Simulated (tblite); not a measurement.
# Run report: CH10N2OSi2, molecular dynamics (part 1 of 2)

System: CH10N2OSi2, SMILES CO[Si](N)(N)[SiH3].
Method: GFN2-xTB Langevin dynamics, gas phase (tblite 0.8.0).

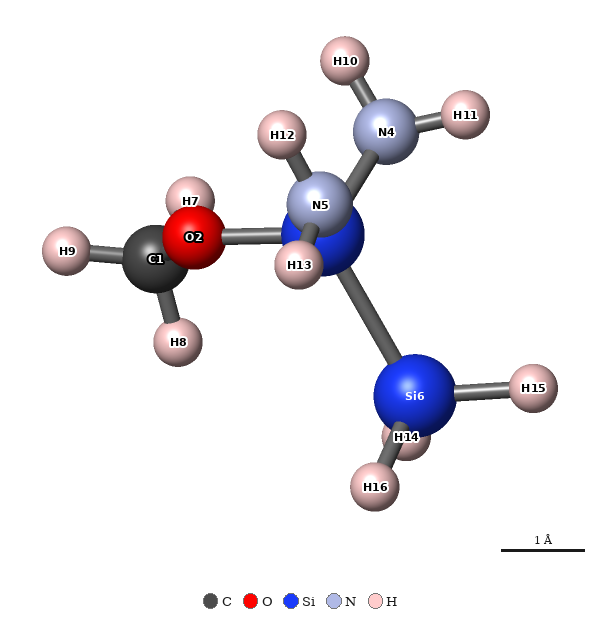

*The starting structure (ball-and-stick view, seen at a tilt; atoms are numbered from 1 in the order of the input).*

Bond lengths as drawn: C–H 1.09 Å, C–O 1.39 Å, H–N 1.01 Å, H–Si 1.47 Å, N–Si 1.73 Å, O–Si 1.64 Å and Si–Si 2.29 Å.

### The input
```
{"job": {"kind": "md", "xc": "GFN2-xTB", "basis": "xTB", "temperature": 600, "steps": 2000, "every": 50}, "charge": 0, "multiplicity": 1}
C      1.683155     1.429573    -0.606373
O      0.757980     1.128079     0.392453
Si    -0.199128    -0.202274     0.481123
N      0.869118    -1.565580     0.567590
N     -1.135823    -0.020596     1.926606
Si    -1.580764    -0.469553    -1.328522
H      2.432560     0.639494    -0.696420
H      1.184585     1.548507    -1.572709
H      2.175534     2.365743    -0.338121
H      1.687197    -1.493110     1.153729
H      0.463888    -2.480291     0.675371
H     -0.640596     0.095783     2.797784
H     -1.912204     0.620146     1.909136
H     -0.875384    -0.411966    -2.618150
H     -2.302246    -1.746365    -1.329492
H     -2.615472     0.571354    -1.425416
```

The first line tells a small driver script what to run in tblite; the rest is the geometry in Å.

Launched with:
```bash
OMP_NUM_THREADS=1 python <driver script> task.json out
```

### Output
```
t/fs     T/K      E/eV
    0.0   487.9   -562.35099
   25.0   394.8   -562.00941
   50.0   368.8   -561.60172
   75.0   457.4   -561.74041
  100.0   363.3   -561.44914
  125.0   496.3   -561.78446
  150.0   483.6   -561.48147
  175.0   523.4   -561.35002
  200.0   649.0   -561.33481
  225.0   510.8   -560.98957
  250.0   609.9   -561.15142
  275.0   751.6   -561.26173
  300.0   725.3   -561.27074
  325.0   505.8   -560.80089
  350.0   590.2   -561.14423
  375.0   663.1   -561.10983
  400.0   552.7   -561.06083
  425.0   640.7   -561.36799
  450.0   658.6   -561.32332
  475.0   510.7   -561.33046
  500.0   501.8   -561.26849
  525.0   642.7   -561.48638
  550.0   601.2   -561.09010
  575.0   646.0   -561.32135
  600.0   645.4   -561.33332
  625.0   530.9   -561.16676
  650.0   677.9   -561.54254
  675.0   644.7   -561.47590
  700.0   539.5   -561.51024
  725.0   554.6   -561.34549
  750.0   486.9   -561.16273
  775.0   500.3   -561.33101
  800.0   457.3   -561.12612
  825.0   415.0   -561.29189
  850.0   608.1   -561.81431
  875.0   342.4   -561.33669
  900.0   463.5   -561.14219
  925.0   444.1   -561.42167
  950.0   476.6   -561.28867
  975.0   527.0   -561.48968
 1000.0   498.1   -561.57772
```

### Trajectory as extended XYZ (Å, eV, eV/Å), 29 of the 41 frames kept, from step=0 to step=40
```
16
Properties=species:S:1:pos:R:3:forces:R:3 step=0 time_fs=0.0 energy=-562.35099 temperature=487.9
C     1.6832    1.4296   -0.6064   -0.0003   0.0010   0.0043
O     0.7580    1.1281    0.3925   -0.0017   0.0046  -0.0013
Si   -0.1991   -0.2023    0.4811    0.0086   0.0009  -0.0019
N     0.8691   -1.5656    0.5676   -0.0034  -0.0004   0.0012
N    -1.1358   -0.0206    1.9266    0.0027  -0.0030  -0.0003
Si   -1.5808   -0.4696   -1.3285   -0.0032  -0.0019   0.0009
H     2.4326    0.6395   -0.6964   -0.0097  -0.0012   0.0008
H     1.1846    1.5485   -1.5727    0.0051   0.0005   0.0072
H     2.1755    2.3657   -0.3381   -0.0025  -0.0005  -0.0018
H     1.6872   -1.4931    1.1537    0.0007   0.0047   0.0014
H     0.4639   -2.4803    0.6754    0.0017  -0.0096  -0.0018
H    -0.6406    0.0958    2.7978    0.0063   0.0007   0.0036
H    -1.9122    0.6201    1.9091   -0.0004   0.0065  -0.0053
H    -0.8754   -0.4120   -2.6182   -0.0036  -0.0011  -0.0005
H    -2.3022   -1.7464   -1.3295   -0.0028   0.0006  -0.0041
H    -2.6155    0.5714   -1.4254    0.0026  -0.0015  -0.0025
16
Properties=species:S:1:pos:R:3:forces:R:3 step=1 time_fs=25.0 energy=-562.00941 temperature=394.8
C     1.6335    1.3575   -0.6475    0.6260  -1.1901   0.3729
O     0.7480    1.2081    0.4115   -0.8470  -1.5071  -0.1265
Si   -0.1854   -0.1872    0.4743   -0.0065  -0.2725  -0.1491
N     0.7173   -1.7049    0.5192   -0.2746   0.5642  -0.4699
N    -1.0838   -0.1500    1.9504   -0.0029   0.4088   0.5392
Si   -1.5718   -0.4921   -1.3441   -0.0567   0.7217   0.0214
H     2.1679    0.4177   -0.8960    0.1524   0.3371   0.6275
H     1.2121    1.6029   -1.5829   -1.1699   0.6606  -0.9357
H     2.2768    2.1345   -0.3308    1.0907   0.6867   0.0498
H     1.4150   -1.8175    1.2255    0.3081  -0.0799   0.2902
H     0.2117   -2.5781    0.4000    0.1293   0.4601   0.0875
H    -0.6793    0.3090    2.7582    0.1907  -0.1266  -0.1351
H    -2.0405    0.1503    1.9333   -0.2329   0.0047  -0.2369
H    -0.8824   -0.5550   -2.6470   -0.0751  -0.0016   0.0960
H    -2.2825   -1.7438   -1.1688   -0.2219  -0.2564  -0.0751
H    -2.6248    0.5742   -1.5029    0.3903  -0.4097   0.0439
16
Properties=species:S:1:pos:R:3:forces:R:3 step=3 time_fs=75.0 energy=-561.74041 temperature=457.4
C     1.3888    1.6023   -0.4117    0.7842  -0.0277   0.3965
O     0.4779    0.9919    0.4454   -0.3424  -0.1156   0.1312
Si   -0.4045   -0.4092    0.5763   -0.0136   0.9382   0.0416
N     0.6398   -1.7900    0.4834    1.4118   3.7890  -0.3203
N    -1.1456   -0.0559    2.1088   -0.4317   1.4609   1.7996
Si   -1.7583   -0.5023   -1.2312   -0.5231  -0.1999  -0.9006
H     1.9209    0.8041   -0.9897   -0.0240   0.8668   0.4172
H     0.9486    2.3323   -1.1214   -0.2354  -0.5621   0.3104
H     2.0723    2.2258    0.2609   -0.3913  -0.9503  -0.9174
H     1.5412   -1.5716    0.8978    0.0548  -0.1184  -0.1337
H     0.4546   -2.6915    0.6772   -1.1602  -3.2873   0.6622
H    -0.7341    0.7154    2.7223   -0.3474  -1.4233  -1.3167
H    -2.1591    0.0188    2.3199    1.0586  -0.4331  -0.7332
H    -1.0944   -0.2680   -2.5318    0.1337   0.3030   0.1510
H    -2.3310   -1.7965   -1.6173   -0.1521  -0.1707   0.3289
H    -2.9147    0.4221   -1.2408    0.1783  -0.0694   0.0832
16
Properties=species:S:1:pos:R:3:forces:R:3 step=4 time_fs=100.0 energy=-561.44914 temperature=363.3
C     1.2300    1.7497   -0.2462    0.5856  -0.3937  -0.3659
O     0.4723    0.8728    0.4849   -0.4322   0.5768   1.5137
Si   -0.5076   -0.4173    0.6410    1.1793   0.1159  -1.2443
N     0.6666   -1.7166    0.5763   -2.1702  -2.2304  -0.6400
N    -1.1447    0.0011    2.1862   -0.7661  -2.5299  -0.4372
Si   -1.9330   -0.5957   -1.2493   -0.0701   1.3664   1.7036
H     1.5748    1.1281   -1.0593    0.8674   0.3106  -0.6824
H     0.6358    2.5521   -0.6651   -0.3612   0.3309  -0.0134
H     2.0921    2.2264    0.3140   -0.8818  -0.7941  -0.2628
H     1.5532   -1.7884    1.0215    0.2845   0.2498   0.3943
H     0.2306   -2.7022    0.5147    1.0559   1.9997   0.2219
H    -1.0259    0.8953    2.4850    0.9437   2.9593   0.8440
H    -2.1075   -0.1717    2.3810   -0.5457  -0.6742   0.0011
H    -1.3455    0.1443   -2.3741   -0.1397  -0.3071  -0.1394
H    -2.3824   -1.9571   -1.4506   -0.1779  -0.1581  -0.3265
H    -3.1229    0.3279   -0.8001    0.6284  -0.8217  -0.5669
16
Properties=species:S:1:pos:R:3:forces:R:3 step=6 time_fs=150.0 energy=-561.48147 temperature=483.6
C     0.9930    1.7417   -0.3361   -4.1243  -1.2831  -2.1355
O     0.6287    0.8719    0.6528   -0.0211  -0.6232   1.1773
Si   -0.4827   -0.3068    0.7560   -0.8257  -1.5165  -0.3560
N     0.2323   -1.8948    0.8201    0.7362   0.7508  -0.4271
N    -1.1768   -0.2386    2.3380   -0.4143  -1.1369   0.8776
Si   -1.9843   -0.7007   -1.1105    0.1077   0.0375   1.3578
H     1.2220    1.1686   -1.2597   -0.1314   0.4221   0.1571
H     0.0731    2.4168   -0.5352    1.3205  -0.6093  -0.1089
H     1.7829    2.3010   -0.0780    2.7761   1.9536   1.1305
H     1.1218   -2.0798    1.2713   -0.5226  -0.1078  -0.1074
H    -0.3989   -2.6631    0.7694    0.1219  -0.3932   0.1883
H    -1.5705    0.6165    2.6475   -0.3987   0.5042   0.4159
H    -1.5799   -1.0634    2.8722    0.8255   1.5856  -1.2654
H    -1.6438    0.3463   -2.0536   -0.2741   0.2355  -0.4765
H    -1.4995   -1.9741   -1.7027   -0.4571   0.2366   0.0031
H    -3.5170   -0.7019   -0.7667    1.2814  -0.0560  -0.4308
16
Properties=species:S:1:pos:R:3:forces:R:3 step=7 time_fs=175.0 energy=-561.35002 temperature=523.4
C     0.9066    1.6698   -0.3681    0.2924  -0.1073  -1.3112
O     0.6153    0.9474    0.7967   -0.7453  -1.6443  -1.2309
Si   -0.4560   -0.3985    0.7852    0.3912   1.4381   0.1645
N     0.1527   -2.0529    0.8253   -2.5097   0.2530   0.1306
N    -1.1808   -0.0955    2.3672    0.3330   1.4951  -1.1666
Si   -1.8562   -0.7878   -1.0560    1.1696   1.7685  -0.5848
H     1.0455    1.0821   -1.3957   -0.6308   0.6239   2.1007
H     0.1166    2.4318   -0.4979    0.2356  -0.3343  -0.2487
H     1.8605    2.2060   -0.2640   -0.1605  -0.1861   0.3497
H     0.9036   -2.2469    1.4167    1.4658  -0.2899   0.8676
H    -0.6665   -2.5718    1.2405    1.2765   0.2523  -0.7149
H    -1.8661    0.6557    2.5053    0.6825  -0.3235  -0.1983
H    -1.6120   -0.9255    2.6214   -0.9730  -1.5959   1.0113
H    -2.1146    0.4605   -1.9208    0.4455  -0.6140   0.4146
H    -1.4841   -1.8653   -1.9405    0.4160  -0.2717  -0.3053
H    -3.2065   -1.1046   -0.8840   -1.6888  -0.4638   0.7217
16
Properties=species:S:1:pos:R:3:forces:R:3 step=9 time_fs=225.0 energy=-560.98957 temperature=510.8
C     0.7403    1.3754   -0.4249    2.4038   0.4250   4.1135
O     0.4730    0.6657    0.8445   -0.3949   0.5908  -1.7281
Si   -0.6541   -0.5315    1.0605    0.5645  -0.7167  -1.1699
N     0.3412   -2.0220    0.8854   -2.2997  -0.6203  -0.8522
N    -1.4715    0.1642    2.4365    0.0400  -1.1707  -0.9830
Si   -1.6802   -0.8320   -1.0370    1.7392   2.2424   0.7193
H     0.8674    0.7596   -1.2629    0.4547  -1.1256  -0.7056
H    -0.0238    2.0796   -0.6702   -0.3809   0.6059   0.3422
H     1.7715    1.8773   -0.0439   -2.1314  -0.5964  -1.5981
H     1.1349   -2.2833    1.4440   -0.1416  -0.1936   0.0867
H    -0.2162   -2.8614    0.4612    1.6337   1.7774   1.3967
H    -0.9443    0.9329    2.7728   -0.1815   0.5816   0.7387
H    -2.3604   -0.0806    2.8596    0.6686   0.2238  -0.0952
H    -2.3035    0.5320   -1.2944    0.2285  -0.8040  -0.3003
H    -0.6296   -1.2267   -2.0403   -0.5305   0.3448   0.1957
H    -2.6081   -1.8474   -1.0639   -1.6725  -1.5644  -0.1604
16
Properties=species:S:1:pos:R:3:forces:R:3 step=10 time_fs=250.0 energy=-561.15142 temperature=609.9
C     0.7302    1.3527   -0.2972    2.9095  -1.6598   3.4436
O     0.4757    0.5577    0.8992    0.7677   2.5048  -0.9936
Si   -0.7267   -0.4619    1.0044   -2.3818   1.6837   1.4613
N     0.1547   -1.8758    1.0275    2.3431  -0.0030   0.8045
N    -1.6138    0.1330    2.4604    1.2533  -0.2794  -0.7202
Si   -1.7410   -0.8568   -0.9639   -2.5031  -0.3883  -0.5258
H     0.9129    0.6239   -1.0108    0.2870  -1.0253  -1.8677
H    -0.0294    1.9873   -0.5628   -1.4759   1.5581  -0.1996
H     1.7271    1.7635   -0.0026   -0.9107   0.5709  -0.6574
H     0.8746   -1.8502    1.7468   -0.0538  -0.5543  -0.3238
H    -0.3529   -2.6880    1.0099   -0.9069  -2.4384   0.1995
H    -1.1164    0.3136    3.3638   -0.7919  -0.4669  -1.3173
H    -2.4199   -0.4531    2.5347   -0.3874  -0.0081   0.8130
H    -2.8177    0.0768   -1.4441    0.4899  -0.0615   0.2718
H    -0.7670   -0.8358   -2.0064    0.5386  -0.1136  -0.6799
H    -2.5863   -2.1509   -1.1395    0.8227   0.6811   0.2915
16
Properties=species:S:1:pos:R:3:forces:R:3 step=11 time_fs=275.0 energy=-561.26173 temperature=751.6
C     0.8386    1.4121   -0.1306   -1.3335  -2.8895   0.6453
O     0.6214    0.5474    0.9954   -0.9827   0.2905  -0.2406
Si   -0.7359   -0.4171    0.9849   -0.0108  -1.4149   1.3828
N     0.0455   -1.9768    1.4162    1.0847   1.0162  -0.5682
N    -1.6971   -0.0362    2.4352   -0.4458   0.2371  -3.7145
Si   -1.9192   -0.8689   -0.9871    3.5682  -0.3938   0.8466
H     1.0707    0.6895   -0.9017    0.1852   0.4270  -0.8429
H    -0.0623    1.9405   -0.3383   -0.4722   0.5723  -0.3417
H     1.6334    2.0153    0.0924    1.8636   1.5522   0.4687
H     1.0850   -1.9095    1.2237   -1.8215  -0.7997   0.2821
H    -0.3912   -2.8942    1.2780    0.6799   0.8281  -0.0555
H    -1.1688    0.1063    3.2072    1.7747   0.5226   2.6813
H    -2.5627   -0.4471    2.6709   -0.6387  -0.4814  -0.0996
H    -2.8488    0.0060   -1.4406   -2.1988   1.8451  -0.9459
H    -0.9429   -1.0343   -2.1423   -0.4417   0.0618   0.4814
H    -2.3515   -2.1608   -0.6596   -0.8106  -1.3737   0.0206
16
Properties=species:S:1:pos:R:3:forces:R:3 step=13 time_fs=325.0 energy=-560.80089 temperature=505.8
C     0.7708    1.6968    0.3257   -1.2005   0.9142  -2.3505
O     0.4603    0.5523    0.9438   -1.6023  -3.3938   0.5105
Si   -0.8666   -0.7246    0.9732    0.1698   5.0723   0.3921
N    -0.0351   -1.9420    1.7213    3.8689  -2.6710   0.6267
N    -1.9435    0.0024    2.2868    1.0029  -3.1534   0.3009
Si   -2.1409   -1.0372   -0.8793   -1.2708  -1.1118   0.5184
H     1.3005    1.5422   -0.7229   -0.9794   0.1750   1.4731
H    -0.2250    2.3301    0.1393    2.0129  -0.6652   0.2545
H     1.4912    2.1715    0.9712    0.0670   0.7834   0.0733
H     0.9610   -2.3497    1.5513   -2.2373   1.3921   0.0819
H    -0.5779   -2.7208    1.9981   -0.5824  -0.6638   0.3429
H    -1.6499    0.8614    2.6702    0.3477   1.2272  -0.0477
H    -1.7547   -0.6485    3.1141   -0.7393   0.9506  -1.2465
H    -3.4525   -0.3299   -0.8545    0.3438  -0.2128   0.0017
H    -1.4630   -0.5770   -2.0373    0.4625   0.2094  -0.9771
H    -2.5131   -2.5552   -1.0454    0.3366   1.1475   0.0458
16
Properties=species:S:1:pos:R:3:forces:R:3 step=14 time_fs=350.0 energy=-561.14423 temperature=590.2
C     0.5544    1.6692    0.5795    0.8669   1.6769  -0.7952
O     0.1969    0.4317    0.9200    1.8775  -0.1943  -0.6255
Si   -0.9652   -0.5729    1.0779   -1.6057  -3.2107   0.1135
N    -0.0479   -1.9104    1.7946   -0.0863  -1.1788  -0.7318
N    -2.0125   -0.1144    2.3274   -1.6878   2.0256  -2.1101
Si   -2.2413   -1.1115   -0.8114    3.4239   1.1190  -0.5714
H     0.9761    1.7737   -0.5002   -1.0469  -0.2134   1.2948
H    -0.3190    2.3539    0.7732    1.0618  -0.0611  -0.4066
H     1.4259    1.8658    1.2291   -0.3235   0.7392  -0.1016
H     0.6303   -2.1856    1.0914    0.4206   0.3040   0.1292
H    -0.3934   -2.8606    2.0508   -0.3758   1.4843   0.0044
H    -2.3733    0.8427    2.2325    0.0718  -0.6146   0.0400
H    -1.9475   -0.2941    3.2556    0.4489  -0.9369   2.8672
H    -3.4932   -0.5978   -1.0242   -2.3279   0.9761  -0.1875
H    -1.4817   -0.5961   -2.1679   -0.6227  -0.4684   1.2398
H    -2.3155   -2.4996   -1.0145   -0.0948  -1.4470  -0.1592
16
Properties=species:S:1:pos:R:3:forces:R:3 step=16 time_fs=400.0 energy=-561.06083 temperature=552.7
C     0.2920    1.6574    0.8030    0.3166  -0.7573   3.6113
O     0.1469    0.2484    0.9454    2.9383   4.0831  -0.8095
Si   -1.1020   -0.5923    1.2242   -5.5075  -0.6689  -0.7118
N    -0.3374   -1.9008    1.8511    1.7203  -4.6964   2.6229
N    -2.2496   -0.2674    2.5382    2.1903   1.0052  -0.3130
Si   -2.3057   -1.2036   -0.6980    1.8324   2.0097  -0.4771
H    -0.1054    2.0698   -0.0346   -1.0085   0.5991  -2.7629
H    -0.2325    2.2186    1.6453    0.4267  -0.8623  -0.5383
H     1.3381    1.8969    0.9169    0.4072  -0.0312  -0.1925
H     0.5820   -2.2633    1.5187   -1.3846   0.2568   0.6151
H    -0.8330   -2.5255    2.5852    1.4784   1.2039  -1.9380
H    -3.1381   -0.6742    2.5168   -1.0639  -0.5392   0.1194
H    -1.7426   -0.4272    3.4097   -0.7271   0.0958  -0.0789
H    -3.6978   -1.1828   -0.6196   -1.7735   0.1753   0.1641
H    -1.9870   -0.2948   -1.9749   -0.2208  -0.8667   1.0666
H    -2.0542   -2.5631   -1.0119    0.3757  -1.0071  -0.3774
16
Properties=species:S:1:pos:R:3:forces:R:3 step=17 time_fs=425.0 energy=-561.36799 temperature=640.7
C     0.1846    1.7562    0.7308    1.2587  -0.6933   3.5720
O     0.0927    0.3120    0.9708    0.4002   2.2145  -0.4398
Si   -1.1417   -0.7040    1.2198   -1.1042  -0.5861   2.3336
N    -0.3333   -2.1113    2.0757    0.3705   3.9619  -1.2836
N    -2.3358   -0.2383    2.5127   -0.0987  -0.5669  -2.9084
Si   -2.3645   -1.2380   -0.6874   -0.3276   0.1015  -0.0100
H    -0.3381    2.1080   -0.0753   -1.2264   0.1701  -2.2751
H    -0.2968    2.3380    1.6187    0.9456  -1.1029  -0.9871
H     1.2789    2.0969    0.6377   -1.4461  -0.8872   0.2793
H     0.3899   -2.3236    1.4355    0.8420  -1.0933  -0.1589
H    -0.9887   -2.7988    2.2173   -1.1945  -2.0413   0.2398
H    -3.1575   -0.8419    2.4959    0.3658   0.3726   0.2155
H    -2.0663   -0.0394    3.4292    0.5508   0.1765   1.2608
H    -3.8437   -1.5636   -0.5849    0.7908   0.0058   0.1323
H    -2.3961   -0.2111   -1.7497    0.1324  -0.0549   0.0990
H    -1.6445   -2.3995   -1.2573   -0.2594   0.0230  -0.0694
16
Properties=species:S:1:pos:R:3:forces:R:3 step=19 time_fs=475.0 energy=-561.33046 temperature=510.7
C     0.1370    1.5834    0.7266   -0.7952  -1.3225  -2.0048
O    -0.0511    0.1827    0.9596    0.6199   1.2695   0.2789
Si   -1.2450   -0.8829    1.3009   -0.1250   1.1711   0.1376
N    -0.2316   -2.1571    1.7980   -0.3417  -0.3040   0.4800
N    -2.4414   -0.2053    2.4298    1.4556   0.4767  -0.5686
Si   -2.2544   -1.3175   -0.6200   -1.5848   1.4447  -1.0378
H    -0.3337    1.8330   -0.2921    0.5792  -0.1881   1.2667
H    -0.3045    2.1613    1.4794   -1.1010   0.6919   1.1041
H     1.1706    1.9139    0.7168    0.3741  -0.7251  -0.2098
H     0.3575   -1.7791    2.5144    0.6165  -0.2730   0.3574
H    -0.7729   -2.9093    2.1905    0.2192  -0.3507   0.0515
H    -3.3966   -0.4460    2.4485   -0.9216  -1.0808   0.2063
H    -2.5068    0.6975    2.0028   -0.0200   1.1834   0.3473
H    -3.2743   -2.3245   -0.6237   -0.6984  -0.3733   0.1774
H    -2.8884   -0.0469   -1.3683    0.4193  -1.0112   0.8182
H    -1.4150   -1.7824   -1.6209    1.3038  -0.6086  -1.4044
```
